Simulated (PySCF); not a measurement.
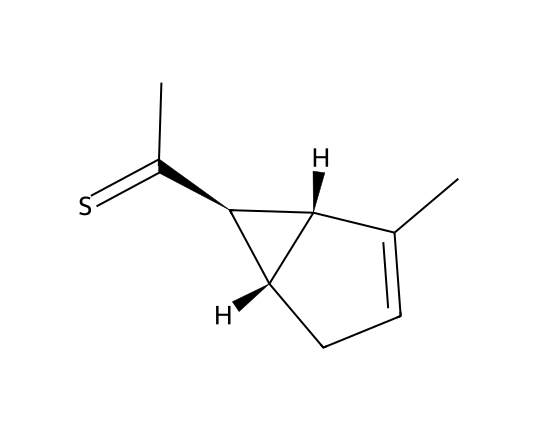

2D structure.

Give its SMILES.

CC(=S)[C@@H]1[C@H]2CC=C(C)[C@H]21

Give the formula, hydrogens included.

C9H12S.

An optimisation with GFN2-xTB gave a structure of which point group?

C1.

The parts below concern this one geometry. Atoms keep their numbers from picture to picture. The computed structure is the end point of a GFN2-xTB optimisation. No frequency run is at hand to confirm it as a minimum.

## Electronic properties

No frequency run is at hand to confirm it as a minimum. Method: PBE0/pcSseg-1, gas phase (PySCF 2.14.0).

What does the calculation give?

- dipole moment: 3.29 D
- HOMO energy (Kohn–Sham orbital): −6.08 eV
- LUMO energy (Kohn–Sham orbital): −1.71 eV
- HOMO–LUMO gap: 4.38 eV

## NMR shielding

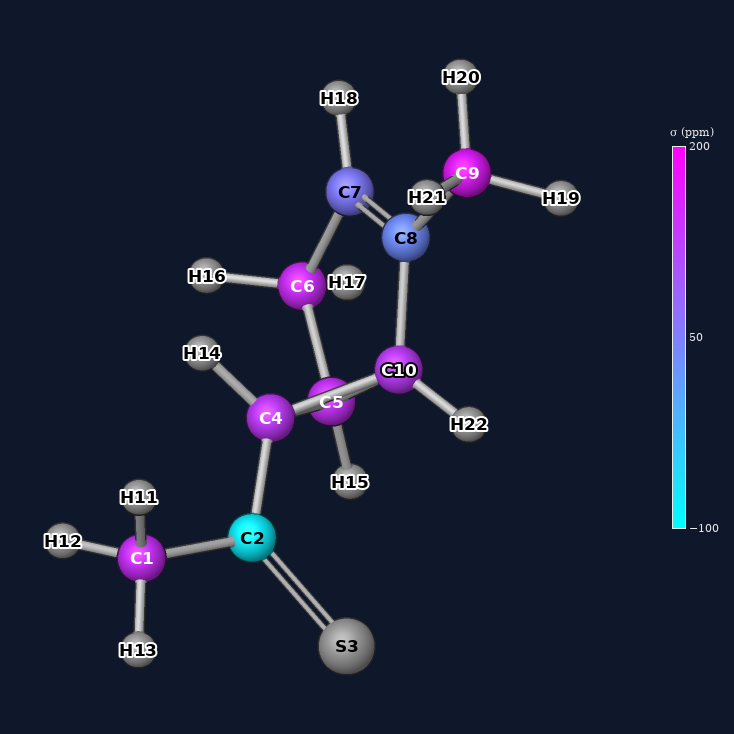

Atoms are coloured by their isotropic NMR shieldings (C only, the others grey). No frequency run is at hand to confirm it as a minimum. Method: GIAO PBE0/pcSseg-1 NMR shielding, non-relativistic, gas phase (PySCF 2.14.0).

Which C atom is the most shielded (lowest chemical shift)?

C9 (168.1 ppm).

Which C atom is the least shielded (highest chemical shift)?

C2 (−83.0 ppm).

How wide is the range of C shifts?

251.1 ppm.

Give the isotropic NMR shieldings of the C atoms atom by atom.

```csv
atom,σ (ppm)
C1,141.9
C2,−83.0
C4,129.8
C5,138.5
C6,144.2
C7,52.9
C8,33.2
C9,168.1
C10,127.0
```

## Bond orders

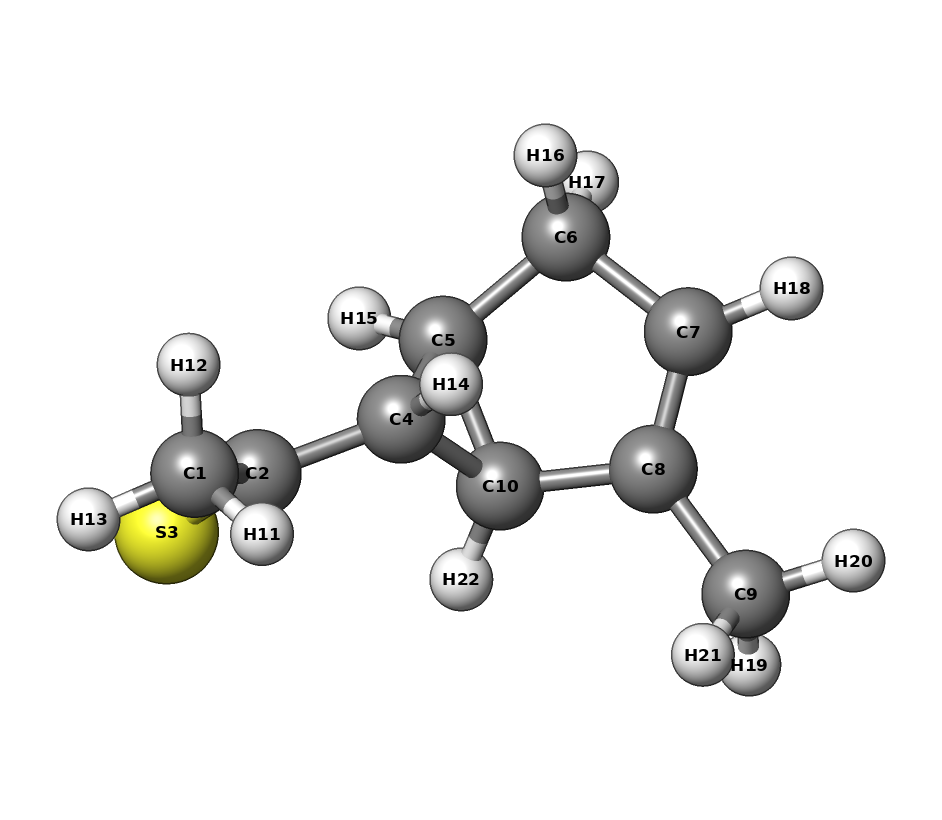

Every bond is drawn as one stick. No frequency run is at hand to confirm it as a minimum. Level of theory: PBE0/pcSseg-1 (PySCF 2.14.0).

List the Mayer bond orders of C1–C2, C2–S3, C2–C4, C4–C5, C4–C10, C5–C6, C5–C10, C6–C7, C7–C8, C8–C9, C8–C10 (bonds between heavy atoms, one of each equivalent set).

| bond | Mayer order | length (Å) |
| --- | --- | --- |
| C1–C2 | 1.03 | 1.493 |
| C2–S3 | 1.83 | 1.636 |
| C2–C4 | 1.03 | 1.451 |
| C4–C5 | 0.83 | 1.520 |
| C4–C10 | 0.82 | 1.535 |
| C5–C6 | 1.03 | 1.513 |
| C5–C10 | 0.95 | 1.489 |
| C6–C7 | 1.04 | 1.502 |
| C7–C8 | 1.78 | 1.332 |
| C8–C9 | 1.09 | 1.488 |
| C8–C10 | 1.00 | 1.482 |

## Charges

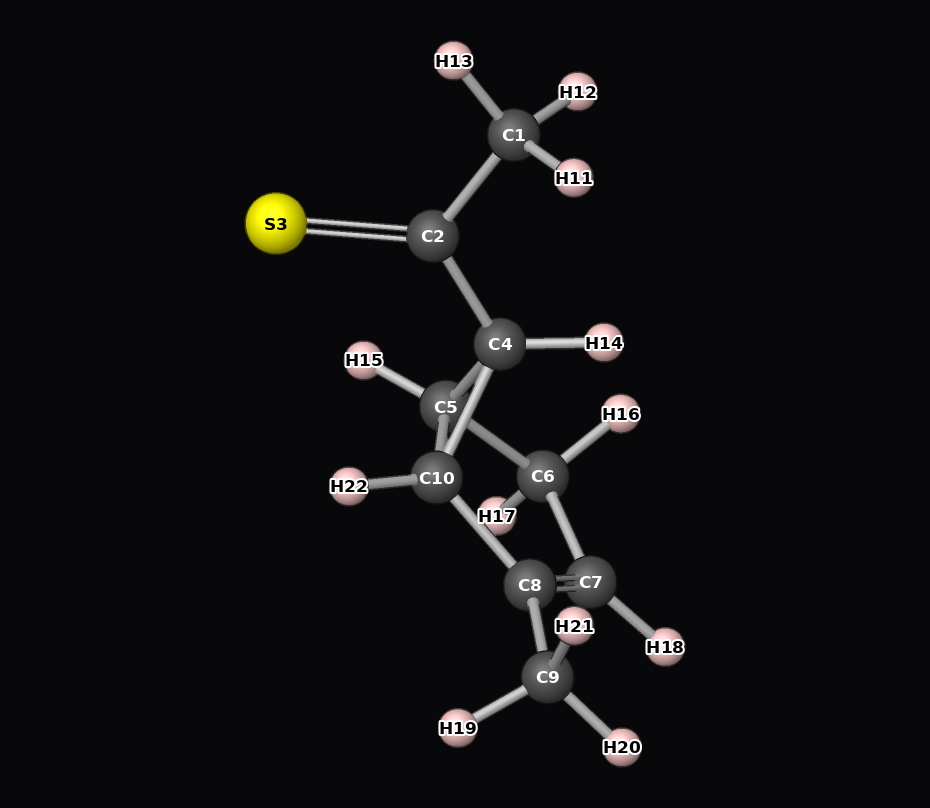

The questions are on Hirshfeld charges. No frequency run is at hand to confirm it as a minimum. Properties computed with PBE0/pcSseg-1, gas phase (PySCF 2.14.0).

Which atom carries the highest charge (most positive or least negative)?

C2 (0.06 e).

And the lowest?

S3 (−0.15 e).

Give the Hirshfeld charges atom by atom.

```json
{"atom": "C1", "value (e)": "−0.12"}
{"atom": "C2", "value (e)": "0.06"}
{"atom": "S3", "value (e)": "−0.15"}
{"atom": "C4", "value (e)": "−0.05"}
{"atom": "C5", "value (e)": "−0.03"}
{"atom": "C6", "value (e)": "−0.07"}
{"atom": "C7", "value (e)": "−0.06"}
{"atom": "C8", "value (e)": "0.01"}
{"atom": "C9", "value (e)": "−0.11"}
{"atom": "C10", "value (e)": "−0.04"}
{"atom": "H11", "value (e)": "0.05"}
{"atom": "H12", "value (e)": "0.05"}
{"atom": "H13", "value (e)": "0.04"}
{"atom": "H14", "value (e)": "0.04"}
{"atom": "H15", "value (e)": "0.04"}
{"atom": "H16", "value (e)": "0.04"}
{"atom": "H17", "value (e)": "0.05"}
{"atom": "H18", "value (e)": "0.04"}
{"atom": "H19", "value (e)": "0.05"}
{"atom": "H20", "value (e)": "0.05"}
{"atom": "H21", "value (e)": "0.05"}
{"atom": "H22", "value (e)": "0.04"}
```
